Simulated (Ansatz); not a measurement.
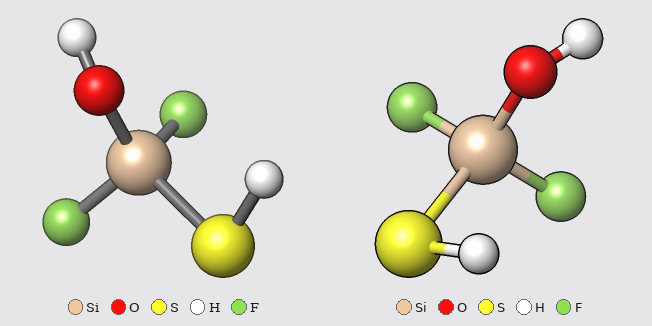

Two views of one molecule.

Question: Count the atoms of each element.

Answer: F₂H₂OSSi, 7 atoms: 2 fluorine, 2 hydrogen, 1 oxygen, 1 sulfur and 1 silicon.

Question: Which point group does it belong to?

Answer: C1.

Question: Count the bonded pairs by element.

Answer: 2 F–Si, 1 O–Si, 1 S–H, 1 S–Si, 1 O–H. Sticks follow a distance rule.

The parts below concern this one geometry. Atoms keep their numbers from picture to picture. Computed geometry: PBE0-D4/def2-TZVP optimisation.

**Geometry**

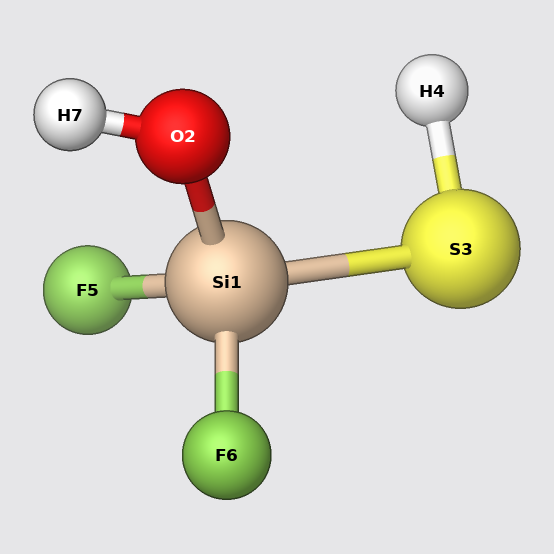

The atoms are numbered.

Give the bond lengths.

```tsv
bond	length (Å)
Si1–O2	1.617
Si1–S3	2.094
Si1–F5	1.585
Si1–F6	1.580
O2–H7	0.959
S3–H4	1.345
```

**Charges**

The questions are on Mulliken charges. Level of theory: RKS PBE0-D4/def2-TZVP (Ansatz 0.2.0).

Question: Which atom carries the highest charge (most positive or least negative)?

Answer: Si1 (0.82 e).

Question: And the lowest?

Answer: O2 (−0.49 e).

Give the Mulliken charges atom by atom.

| atom | value (e) |
| --- | --- |
| Si1 | 0.82 |
| O2 | −0.49 |
| S3 | −0.29 |
| H4 | 0.18 |
| F5 | −0.29 |
| F6 | −0.28 |
| H7 | 0.34 |

**Thermal motion**

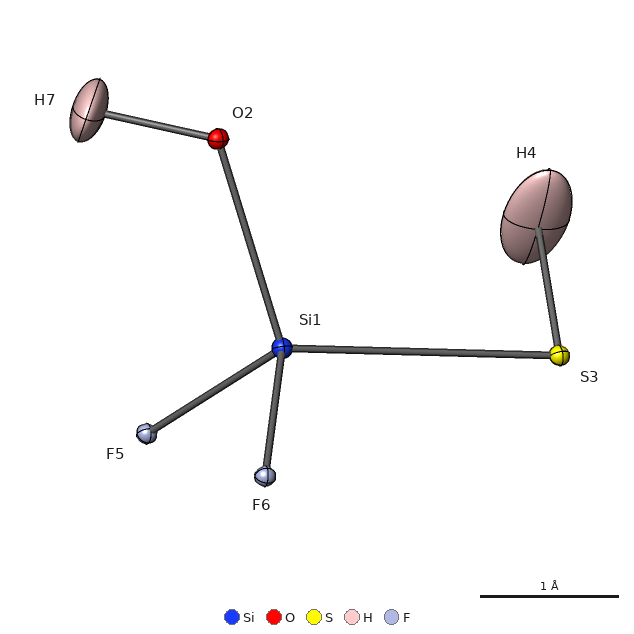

Displacement ellipsoids at the 50 % level, from the internal vibrations of the free molecule (harmonic, no overall translation or rotation; no half-axis is drawn under 0.075 Å). Vibrations computed with RKS PBE0-D4/def2-TZVP (Ansatz 0.2.0). Temperature: 0 K (zero-point motion alone).

List U_eq and the three principal root-mean-square amplitudes for each kind of atom.

```csv
atom,U_eq (Å²),rms amplitudes (Å)
Si1,0.00080,"0.027, 0.029, 0.029"
O2,0.0019,"0.036, 0.040, 0.053"
S3,0.00069,"0.024, 0.024, 0.030"
H4,0.0452,"0.081, 0.157, 0.323"
F5,0.0016,"0.034, 0.037, 0.049"
F6,0.0016,"0.034, 0.036, 0.050"
H7,0.0340,"0.078, 0.155, 0.268"
```

**Dipole moment**

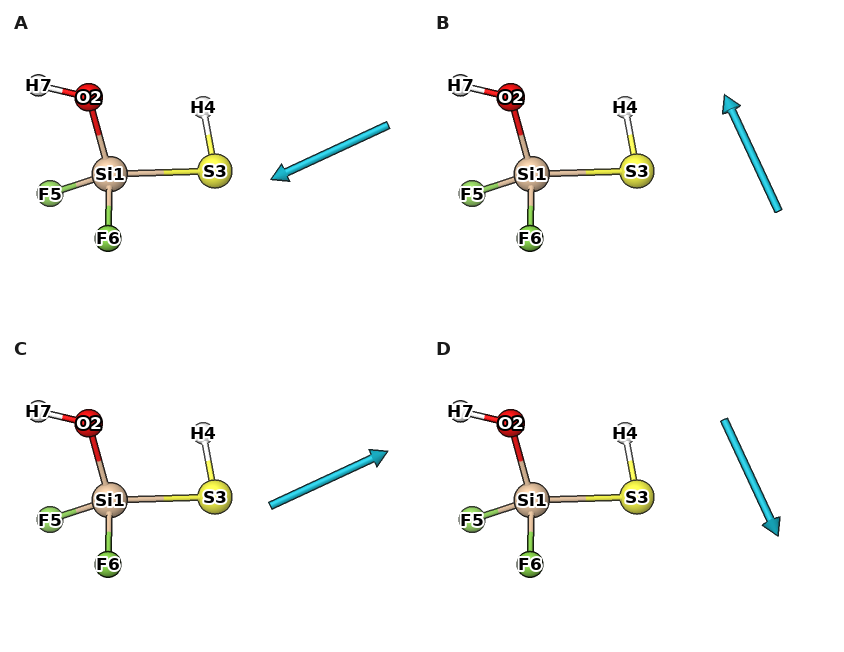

The same molecule four times, each with an arrow. Properties computed with RKS PBE0-D4/def2-TZVP (Ansatz 0.2.0).

Question: Which arrow points along the dipole moment, from the negative to the positive end?

Answer: B. The dipole moment is 2.05 D; it points from the side of F6 to the side of H7 (the outermost atoms at the two ends).

Mulliken values depend strongly on the basis set and can even reverse the polarity of a bond.
